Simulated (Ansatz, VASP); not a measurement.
## Cross-check of PtS2 between VASP and Ansatz

Wanted: the spread between two codes on one cell, functional and k mesh. Valence electrons are named where the data sets of a main pair hold unlike numbers.

Main program and level: Ansatz 0.2.0; plane waves, with VASP 6.6.1 beside it; band structure at PBE and single point at PBE.

## 1. Set-up

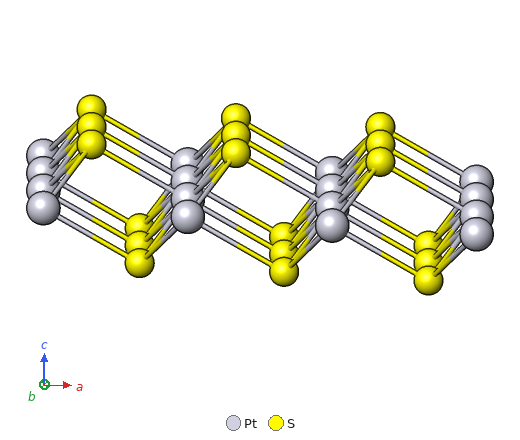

The cell as given, nearly edge on (platinum light grey, sulfur yellow). 3×3×1 cells are drawn. Some periodic images of atoms are drawn too.

The cell holds 3 atoms: 1 Pt and 2 S. Its edges and angles: a = 3.621 Å, b = 3.621 Å, c = 11.000 Å, α = 90.0°, β = 90.0°, γ = 120.0°. Vacuum lies along c.

## 2. Ansatz: band structure, PBE

Ansatz runs on its default PAW (the set named soft_2) files.

The same path points are solved in both programs, so levels can be compared one by one.

Contents of input.yaml:

```yaml
crystal:
  lattice:
    - [3.6207302, 0.0, 0.0]
    - [-1.8103651, 3.1356443334, 0.0]
    - [0.0, 0.0, 11.0]
  atoms:
    - { symbol: Pt, position: [0.0, 0.0, 0.5] }
    - { symbol: S, position: [0.3333333333, 0.6666666667, 0.6091362704] }
    - { symbol: S, position: [0.6666666667, 0.3333333333, 0.3908637296] }
hamiltonian:
  xc: pbe
  pseudopotentials: { kind: paw }
kpoints:
  mp_grid: { grid: [9, 9, 1] }
  band_path:
    path:
      - [0.0, 0.0, 0.0]
      - [0.13636, 0.0, 0.0]
      - [0.31818, 0.0, 0.0]
      - [0.5, 0.0, 0.0]
      - [0.4697, 0.06061, 0.0]
      - [0.40909, 0.18182, 0.0]
      - [0.34848, 0.30303, 0.0]
      - [0.30303, 0.30303, 0.0]
      - [0.18182, 0.18182, 0.0]
      - [0.15152, 0.15152, 0.0]
      - [0.06061, 0.06061, 0.0]
      - [0.0, 0.0, 0.0]
      - [0.0, 0.0, 0.18182]
      - [0.0, 0.0, 0.36364]
      - [0.0, 0.0, 0.5]
      - [0.13636, 0.0, 0.5]
      - [0.22727, 0.0, 0.5]
      - [0.31818, 0.0, 0.5]
      - [0.5, 0.0, 0.5]
      - [0.4697, 0.06061, 0.5]
      - [0.40909, 0.18182, 0.5]
      - [0.34848, 0.30303, 0.5]
      - [0.30303, 0.30303, 0.5]
      - [0.18182, 0.18182, 0.5]
      - [0.06061, 0.06061, 0.5]
      - [0.5, 0.0, 0.5]
      - [0.5, 0.0, 0.31818]
      - [0.5, 0.0, 0.13636]
      - [0.5, 0.0, 0.0]
      - [0.33333, 0.33333, 0.13636]
      - [0.33333, 0.33333, 0.31818]
      - [0.33333, 0.33333, 0.5]
    npoints: 1
scf:
  occupations: { method: gaussian, width: 0.01 }
  n_extra_bands: 7
output:
  forces: true
  eigenvalues: true
```

Started as:

```sh
$ ansatz run input.yaml --threads 2 --pin off --max-ram 4608MiB --backend cpu --events-out ev --progress --plain --runs-dir out
```

Numbers of over 12 decimals in the logs are rounded to 6 here.

Output:

```text
scf.n_extra_bands = 7 over 15 filled bands (N_el = 30.0): the run solves 22 bands
Engine: ansatz 0.2.0, aarch64-unknown-linux-gnu
Pseudopotentials: kind: paw
Pseudopotential: Pt, paw, valence charge 18, recommended cutoff 420 eV (normal), Pt.paw.azcp
Pseudopotential: S, paw, valence charge 6, recommended cutoff 420 eV (normal), S.paw.azcp
Functional definition: PBE
  parameter kappa = 0.804
  parameter beta = 0.066725
  exchange = pbe_x(kappa = kappa, mu = beta*pi^2/3)
  correlation = pbe_c(beta = beta)
Crystal: 3 atoms, lattice volume = 124.887 Å³
Basis set: ecut = 420 eV, 2401 PW (Γ), exchange–correlation on 50×50×150 points (8 copies of the dense FFT grid, shifted against one another)
Bands: 22, of which v1, the nominal top of the filled ones, is band 15 counted from 1 (14 counted from 0)
Symmetry: 12 space group operations
Space group: P-3m1 (ITA 164), of the structure as read, at distance tolerance 5.0e-5 Å
k-points: 12 of 81
Non-local potential: Pt, projectors of the file, l = 0: 3, l = 1: 2, l = 2: 2, l = 3: 1
Non-local potential: S, projectors of the file, l = 0: 2, l = 1: 2, l = 2: 2
PAW form: soft (Blöchl's): semilocal exchange-correlation on the pseudo side does not see the compensation charge
PAW one-centre angular grid: Pt, 590 points (default); XC on 64 Gauss nodes
PAW one-centre angular grid: S, 110 points (default); XC on 64 Gauss nodes
Initial density: superposition of atomic densities (neutral atoms: chi_scale 0, normalization atom), corrected by the library's trained network
Initial wavefunctions: pseudopotential atomic-orbital guess
Functional: x = pbe(κ = 0.804, μ = 0.219515), c = pbe(β = 0.066725)
SCF iter   1: F=—  HF=-14328.238504 eV  |F-HF|=—  |Δ(HF+E_count)|=         —  Δρ=1.87e-3  dr2=3.59e-3  ethr=1.77e-3  ⟨swp⟩=7.7  Hψ=1545  notcnv=0
preconditioner: auto → Resta (q_TF=auto, 2.151 Å⁻¹)  ε∞=3.0  [insulator: Δε(μ)=1.765 eV  Ē_g=10.949 eV  σ=0.010 eV  W_gap=1.00  n_scr=24 (ndim 8)  ℏωp=15.6 eV  f_vac=0.508  D(μ)=0.00/eV (n_scr^D=0)  ε∞_Penn≈3.0  vacuum switching on, ρ_ref=8.7e-3 e/Å³]
SCF iter   2: F=—  HF=-14328.240190 eV  |F-HF|=—  |Δ(HF+E_count)|=   1.69e-3  Δρ=1.03e-3  dr2=1.01e-3  ethr=1.20e-5  ⟨swp⟩=3.5  Hψ=720  notcnv=0  defer=19
SCF iter   3: F=—  HF=-14328.240438 eV  |F-HF|=—  |Δ(HF+E_count)|=   2.48e-4  Δρ=5.40e-4  dr2=5.41e-4  ethr=3.35e-6  ⟨swp⟩=3.0  Hψ=469  notcnv=0  defer=19
SCF iter   4: F=—  HF=-14328.240353 eV  |F-HF|=—  |Δ(HF+E_count)|=   8.56e-5  Δρ=1.39e-4  dr2=4.08e-5  ethr=1.80e-6  ⟨swp⟩=2.6  Hψ=383  notcnv=0  defer=19
SCF iter   5: F=—  HF=-14328.240353 eV  |F-HF|=—  |Δ(HF+E_count)|=   1.28e-7  Δρ=4.76e-5  dr2=4.41e-6  ethr=1.36e-7  ⟨swp⟩=2.0  Hψ=382  notcnv=0  defer=19
SCF iter   6: F=—  HF=-14328.240353 eV  |F-HF|=—  |Δ(HF+E_count)|=   6.15e-7  Δρ=1.80e-5  dr2=7.45e-7  ethr=1.47e-8  ⟨swp⟩=2.6  Hψ=396  notcnv=0  defer=19
SCF iter   7: F=-14328.240353 eV  HF=-14328.240353 eV  |F-HF|=6.46e-8  |Δ(HF+E_count)|=   1.02e-7  Δρ=5.90e-6  dr2=9.07e-8  ethr=3.33e-10  ⟨swp⟩=9.4  Hψ=1332  notcnv=0
SCF 1 converged in 7 iterations: F = -14328.240353 eV  dr2 = 9.07e-8
  greatest PAW one-centre occupation: 1.000 electrons in one spin orbital (limit 2), on the Pt atom at site 0 (counted from 0), in its partial waves of l = 0
NSCF: frozen V_eff on 32 k-points
SCF converged after 7 iterations
Free energy (F): -14328.240353 eV
Harris-Foulkes:  -14328.240353 eV  (|F-HF|=6.46e-8)
Internal energy: -14328.240353 eV  (E = F + TS)
E sigma→0 (E₀):  -14328.240353 eV
Fermi energy:    1.708721 eV
--- Per-component energies (eV) ---
  E_band       = -589.444231
  E_kinetic    = 847.709038
  E_local      = -9076.345807  (includes V_loc(G=0)·N_el)
  E_nonlocal   = 255.071815
  E_hartree    = 4078.892683
  E_xc         = -454.860346
  E_vxc        = -476.174683  (∫ρ·V_xc dr)
  E_paw        = -10653.722122  (= ΣΔE_a)
  E_vpaw       = -297.463933  (= ΣTr[D̂ρ^β])
  E_aug_tail   = 0.000192  (compensation charges beyond the density's cutoff)
  E_ewald      = 675.014195
  E_smearing   = -0.000000  (= −TS)
  E_closure    = -0.000000  (closes the sum)
  Σ components = -14328.240353   (vs F -14328.240353, Δ=0.00e0)
--- Forces (eV/Å), atoms counted from 1 ---
  atom   1  Pt     0.00000000     0.00000000     0.00000000
  atom   2  S      0.00000000    -0.00000000     0.03265473
  atom   3  S      0.00000000     0.00000000    -0.03265473
  max |Σ_I F_I| component: 1.62e-17 eV/Å
--- Band table (eV; the first three rows and the last of 12) ---
  k-point 0: bands = [... 11 lower, 0.1621, 0.2733, 0.5109, 0.5109, 4.0151, 4.0151, 6.0256, 6.7980, ... 3 higher]
  k-point 1: bands = [... 11 lower, -0.4910, 0.4956, 0.5641, 0.8086, 3.3615, 3.8295, 6.3574, 7.3651, ... 3 higher]
  k-point 2: bands = [... 11 lower, -1.0461, 0.4533, 0.6357, 0.7934, 2.5918, 3.6061, 7.0206, 7.2808, ... 3 higher]
  k-point 11: bands = [... 11 lower, -1.5856, -1.2570, 0.1153, 0.1153, 2.9892, 2.9892, 7.7225, 9.9240, ... 3 higher]
```

Elapsed: 4 s, on 2 threads of Arm Neoverse N1, shared host; peak memory 0.34 GiB; 7.4 s of CPU time.

The column dr2 measures how far the density is from self-consistency, as an energy; F and HF (Harris–Foulkes) agree once it is small.

## 3. VASP: band structure, PBE

The same cell, functional, mesh and smearing now go to VASP, with its own data sets.

Lines of VASP's logs that name or quote its potential files are left out, and so is its time.

Contents of INCAR:

```
SYSTEM = PtS2
PREC = Accurate
ENCUT = 300
EDIFF = 1E-08
NELM = 100
ISMEAR = 0
SIGMA = 0.01
LREAL = .FALSE.
ALGO = Normal
GGA = PE
NBANDS = 17
LASPH = .TRUE.
LORBIT = 11
LWAVE = .TRUE.
LCHARG = .FALSE.
KPAR = 8
```

Contents of POSCAR:

```
PtS2
1.0
    3.6207302000      0.0000000000      0.0000000000
   -1.8103651000      3.1356443334      0.0000000000
    0.0000000000      0.0000000000     11.0000000000
Pt S
1 2
Direct
    0.0000000000      0.0000000000      0.5000000000
    0.3333333333      0.6666666667      0.6091362704
    0.6666666667      0.3333333333      0.3908637296
```

Contents of KPOINTS:

```
Automatic mesh
0
Gamma
9 9 1
0 0 0
```

Contents of KPOINTS_OPT:

```
Line mode
12
Line-mode
Reciprocal
  0.00000000   0.00000000   0.00000000 GAMMA
  0.50000000   0.00000000   0.00000000 M

  0.50000000   0.00000000   0.00000000 M
  0.33333333   0.33333333   0.00000000 K

  0.33333333   0.33333333   0.00000000 K
  0.00000000   0.00000000   0.00000000 GAMMA

  0.00000000   0.00000000   0.00000000 GAMMA
  0.00000000   0.00000000   0.50000000 A

  0.00000000   0.00000000   0.50000000 A
  0.50000000   0.00000000   0.50000000 L

  0.50000000   0.00000000   0.50000000 L
  0.33333333   0.33333333   0.50000000 H

  0.33333333   0.33333333   0.50000000 H
  0.00000000   0.00000000   0.50000000 A

  0.50000000   0.00000000   0.50000000 L
  0.50000000   0.00000000   0.00000000 M

  0.33333333   0.33333333   0.00000000 K
  0.33333333   0.33333333   0.50000000 H
```

Potentials, in the order of the species: Pt_GW and S_GW (PBE family, release 64).

Started as:

```sh
$ mpirun -np 8 vasp_std
```

Output:

```text
[banner, memory and clock lines left out]
running    8 mpi-ranks, on    1 nodes
 distrk:  each k-point on    1 cores,    8 groups
 distr:  one band on    1 cores,    1 groups

 POSCAR found type information on POSCAR PtS
 POSCAR found :  2 types and       3 ions
|                                                                             |
|           W    W    AA    RRRRR   N    N  II  N    N   GGGG   !!!           |
|           W    W   A  A   R    R  NN   N  II  NN   N  G    G  !!!           |
|           W    W  A    A  R    R  N N  N  II  N N  N  G       !!!           |
|           W WW W  AAAAAA  RRRRR   N  N N  II  N  N N  G  GGG   !            |
|           WW  WW  A    A  R   R   N   NN  II  N   NN  G    G                |
|           W    W  A    A  R    R  N    N  II  N    N   GGGG   !!!           |
|                                                                             |
|     For optimal performance we recommend to set                             |
|       NCORE = 2 up to number-of-cores-per-socket                            |
|     NCORE specifies how many cores store one orbital (NPAR=cpu/NCORE).      |
|     This setting can greatly improve the performance of VASP for DFT.       |
|     The default, NCORE=1 might be grossly inefficient on modern             |
|     multi-core architectures or massively parallel machines. Do your        |
|     Unfortunately you need to use the default for GW and RPA                |
|     calculations (for HF NCORE is supported but not extensively tested      |
|     yet).                                                                   |
|                                                                             |

 LDA part: xc-table for (Slater+PW92), standard interpolation
 POSCAR, INCAR and KPOINTS ok, starting setup
 FFT: planning ... GRIDC
 FFT: planning ... GRID_SOFT
 FFT: planning ... GRID
 WAVECAR not read
 entering main loop
       N       E                     dE             d eps       ncg     rms          rms(c)
DAV:   1     0.947801327712E+02    0.94780E+02   -0.72475E+03   623   0.764E+02
DAV:   2    -0.818960727832E+01   -0.10297E+03   -0.99594E+02   646   0.209E+02
DAV:   3    -0.163498819872E+02   -0.81603E+01   -0.80758E+01   592   0.557E+01
DAV:   4    -0.168365433295E+02   -0.48666E+00   -0.48592E+00   656   0.138E+01
DAV:   5    -0.168557913237E+02   -0.19248E-01   -0.19243E-01   600   0.233E+00    0.142E+01
DAV:   6    -0.157119315703E+02    0.11439E+01   -0.79411E+00   704   0.312E+01    0.949E+00
DAV:   7    -0.154456119915E+02    0.26632E+00   -0.15639E+00   664   0.146E+01    0.376E+00
DAV:   8    -0.154326657037E+02    0.12946E-01   -0.11006E-01   576   0.237E+00    0.971E-01
DAV:   9    -0.154278380783E+02    0.48276E-02   -0.21619E-02   616   0.165E+00    0.206E-01
DAV:  10    -0.154283639000E+02   -0.52582E-03   -0.32414E-03   502   0.473E-01    0.484E-02
DAV:  11    -0.154284546318E+02   -0.90732E-04   -0.29186E-04   720   0.121E-01    0.219E-02
DAV:  12    -0.154284960274E+02   -0.41396E-04   -0.30798E-05   536   0.431E-02    0.542E-03
DAV:  13    -0.154285061643E+02   -0.10137E-04   -0.38388E-06   624   0.135E-02    0.391E-03
DAV:  14    -0.154285347699E+02   -0.28606E-04   -0.55449E-06   502   0.983E-03    0.158E-03
DAV:  15    -0.154285432063E+02   -0.84364E-05   -0.10210E-06   536   0.337E-03    0.177E-03
DAV:  16    -0.154285468340E+02   -0.36277E-05   -0.85110E-07   516   0.300E-03    0.538E-04
DAV:  17    -0.154285471637E+02   -0.32976E-06   -0.70039E-08   592   0.142E-03    0.313E-04
DAV:  18    -0.154285471683E+02   -0.45127E-08   -0.74075E-09   440   0.944E-04
   1 F= -.15428547E+02 E0= -.15428547E+02  d E =-.108566E-41
 Start KPOINTS_OPT (optional k-point list driver)
k-point batch [1-12\108]
       N       E                     dE             ncg
DAV:   1    -0.460703358345E+02   -0.33409E+04      620
DAV:   2    -0.136893226907E+04   -0.13229E+04      632
DAV:   3    -0.147108514527E+04   -0.10215E+03      584
DAV:   4    -0.147634242916E+04   -0.52573E+01      640
DAV:   5    -0.147660370618E+04   -0.26128E+00      608
DAV:   6    -0.147665876767E+04   -0.55061E-01      768
DAV:   7    -0.147665956859E+04   -0.80092E-03      640
DAV:   8    -0.147665965760E+04   -0.89015E-04      712
DAV:   9    -0.147665966358E+04   -0.59751E-05      688
DAV:  10    -0.147665966366E+04   -0.83954E-07      624
DAV:  11    -0.147665966367E+04   -0.50645E-08      552
[...]
k-point batch [97-108\108]
       N       E                     dE             ncg
DAV:   1    -0.105749624823E+03   -0.75769E+04      616
DAV:   2    -0.142900558141E+04   -0.13233E+04      648
DAV:   3    -0.151627678042E+04   -0.87271E+02      608
DAV:   4    -0.152032521249E+04   -0.40484E+01      696
DAV:   5    -0.152051877373E+04   -0.19356E+00      672
DAV:   6    -0.152052934081E+04   -0.10567E-01      704
DAV:   7    -0.152053008942E+04   -0.74862E-03      696
DAV:   8    -0.152053010409E+04   -0.14667E-04      712
DAV:   9    -0.152053010496E+04   -0.87294E-06      680
DAV:  10    -0.152053010518E+04   -0.21681E-06      592
DAV:  11    -0.152053010518E+04   -0.22258E-08      520
 writing wavefunctions
```

Parts of OUTCAR (step 3):

```text
ion  position               nearest neighbor table
   1  0.000  0.000  0.500-   2 2.41   3 2.41   2 2.41   3 2.41   3 2.41   2 2.41
   2  0.333  0.667  0.609-   1 2.41   1 2.41   1 2.41
   3  0.667  0.333  0.391-   1 2.41   1 2.41   1 2.41

  LATTYP: Found a hexagonal cell.
 ALAT       =     3.6207302000
 C/A-ratio  =     3.0380612176

 Subroutine GETGRP returns: Found 12 space group operations
 (whereof 12 operations were pure point group operations)

The static configuration has the point symmetry D_3d.

 Found     12 irreducible k-points:

   k-points           NKPTS =     12   k-points in BZ     NKDIM =     12   number of bands    NBANDS=     17

   dimension x,y,z NGX =    20 NGY =   20 NGZ =   64
   dimension x,y,z NGXF=    40 NGYF=   40 NGZF=  128

   ENCUT  =  300.0 eV  22.05 Ry    4.70 a.u.   5.11  5.11 15.53*2*pi/ulx,y,z

   NELECT =      22.0000    total number of electrons

 k-points in reciprocal lattice and weights: Automatic mesh
   0.00000000  0.00000000  0.00000000       0.012
   0.11111111 -0.00000000  0.00000000       0.074
   0.22222222 -0.00000000  0.00000000       0.074
   0.33333333 -0.00000000  0.00000000       0.074
   0.44444444 -0.00000000  0.00000000       0.074
   0.11111111  0.11111111  0.00000000       0.074
   0.22222222  0.11111111  0.00000000       0.148
   0.33333333  0.11111111  0.00000000       0.148
   0.44444444  0.11111111  0.00000000       0.074
   0.22222222  0.22222222  0.00000000       0.074
   0.33333333  0.22222222  0.00000000       0.148
   0.33333333  0.33333333  0.00000000       0.025

 average (electrostatic) potential at core
       1 -87.9085       2 -95.4751       3 -95.4751

 E-fermi :  -0.9474

 k-point     1 :       0.0000    0.0000    0.0000
  band No.  band energies     occupation
    ...
      7      -3.8101      2.00000
      8      -1.7055      2.00000
      9      -1.5927      2.00000
     10      -1.3538      2.00000
     11      -1.3538      2.00000
     12       2.1404      0.00000
     13       2.1404      0.00000
     14       4.1607      0.00000
     15       4.9495      0.00000
     16       5.9726      0.00000
    ...

 k-point     2 :       0.1111   -0.0000    0.0000
  band No.  band energies     occupation
    ...
      7      -3.9300      2.00000
      8      -2.3575      2.00000
      9      -1.3707      2.00000
     10      -1.3016      2.00000
     11      -1.0587      2.00000
     12       1.4888      0.00000
     13       1.9559      0.00000
     14       4.4928      0.00000
     15       5.5157      0.00000
     16       6.0647      0.00000
    ...

 k-point     3 :       0.2222   -0.0000    0.0000
  band No.  band energies     occupation
    ...
      7      -4.1080      2.00000
      8      -2.9139      2.00000
      9      -1.4146      2.00000
     10      -1.2318      2.00000
     11      -1.0737      2.00000
     12       0.7192      0.00000
     13       1.7343      0.00000
     14       5.1594      0.00000
     15       5.4185      0.00000
     16       6.3506      0.00000
    ...

  Total       -1.0874268     -1.0874268     -0.0854933      0.0000000     -0.0000000     -0.0000000
  in kB      -13.9506668    -13.9506668     -1.0967989      0.0000000     -0.0000000     -0.0000000
  external PRESSURE =      -9.6660441 kB  Pullay stress =       0.0000000 kB

  energy-cutoff  :      300.00
  volume of cell :      124.89
      direct lattice vectors                 reciprocal lattice vectors
     3.620730200  0.000000000  0.000000000     0.276187383  0.159456860  0.000000000
    -1.810365100  3.135644333  0.000000000     0.000000000  0.318913720  0.000000000
     0.000000000  0.000000000 11.000000000     0.000000000  0.000000000  0.090909091

 POSITION                                       TOTAL-FORCE (eV/Angst)
 -----------------------------------------------------------------------------------
      0.00000      0.00000      5.50000         0.000000      0.000000      0.000000
     -0.00000      2.09043      6.70050         0.000000     -0.000000      0.031755
      1.81037      1.04521      4.29950        -0.000000      0.000000     -0.031755
 -----------------------------------------------------------------------------------
    total drift:                               -0.000000      0.000000      0.000000

  FREE ENERGIE OF THE ION-ELECTRON SYSTEM (eV)
  ---------------------------------------------------
  free  energy   TOTEN  =       -15.4285471683 eV

  energy  without entropy=      -15.4285471683  energy(sigma->0) =      -15.42854717

 total charge
# of ion       s       p       d       f       tot
--------------------------------------------------
    1        0.665   0.732   7.857   0.078   9.332
    2        1.359   2.240   0.066   0.000   3.665
    3        1.359   2.240   0.066   0.000   3.665
--------------------------------------------------
tot          3.383   5.211   7.989   0.078  16.661

[... 3 further parts left out ...]
```

## 4. Differences

Known differences besides the potentials themselves: the data sets hold 30 valence electrons in Ansatz (on its default PAW (the set named soft_2) files) and 22 in VASP; the cutoff is 420 eV in Ansatz and 300 eV in VASP. Total energies have different zeros and are not compared.

Compared:

```
                     quantity  Ansatz   VASP  difference
gap over the path points (eV)   1.689  1.684      +0.005
```

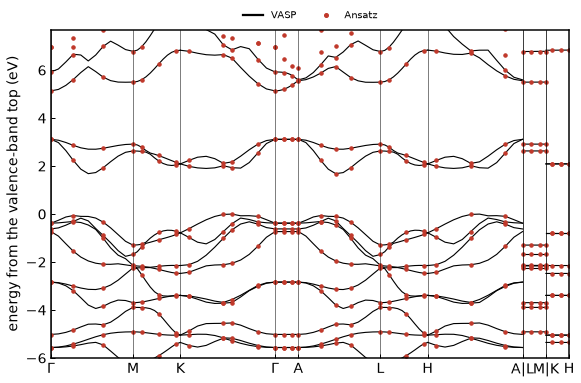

Bands from VASP (lines) and levels from Ansatz (dots). Dots without a line are higher empty bands that the VASP plot leaves out.

Levels at points of the path, from each program's valence-band top (eV; 4 filled, then empty):

```csv
k (reciprocal lattice),Ansatz,VASP
0.000 0.000 0.000,-0.73 -0.62 -0.38 -0.38 3.12 3.12 5.13,-0.73 -0.62 -0.38 -0.38 3.12 3.12 5.13
0.136 0.000 0.000,-1.55 -0.32 -0.31 -0.06 2.24 2.87 5.61,-1.55 -0.32 -0.31 -0.06 2.23 2.86 5.61
0.318 0.000 0.000,-2.09 -1.01 -0.89 -0.34 1.94 2.75 5.70,-2.09 -1.01 -0.89 -0.34 1.93 2.74 5.71
0.500 0.000 0.000,-2.16 -2.14 -1.68 -1.29 2.64 2.92 5.50,-2.16 -2.14 -1.69 -1.29 2.63 2.92 5.50
0.470 0.061 0.000,-2.23 -2.18 -1.36 -1.26 2.62 2.79 5.60,-2.24 -2.18 -1.37 -1.26 2.61 2.79 5.60
0.409 0.182 0.000,-2.31 -2.18 -1.07 -0.76 2.21 2.44 6.26,-2.31 -2.18 -1.07 -0.77 2.21 2.44 6.26
0.348 0.303 0.000,-2.47 -2.15 -0.85 -0.71 2.05 2.16 6.81,-2.46 -2.14 -0.85 -0.72 2.04 2.16 6.81
0.303 0.303 0.000,-2.43 -2.11 -0.97 -0.60 1.99 2.24 6.78,-2.42 -2.11 -0.97 -0.61 1.99 2.24 6.78
0.182 0.182 0.000,-2.11 -1.00 -0.73 -0.01 2.02 2.12 6.64,-2.11 -1.00 -0.73 -0.01 2.01 2.12 6.65
0.152 0.152 0.000,-2.05 -0.66 -0.40 0.00 1.94 2.18 6.50,-2.05 -0.66 -0.40 0.00 1.93 2.17 6.50
```

Among the levels compared at these points, filled levels agree within 7 meV and empty ones within 8 meV. With vacuum in the cell, a pressure given here is an average over mostly empty space and none of the material.

[end of part 1 of 2]

[Lines on the potential files, build, host, timing and source positions are cut from VASP's logs without a mark.]

[Logs are printed without paths, hosts, clocks, repeated set-up lines and the standing remarks that a program may print on its own settings, such as how far it seeks lower states.]

[Hosts, paths, dates, database ids (printed as entryN), source tags and the programs' standing remarks are cut or masked in the printed files.]
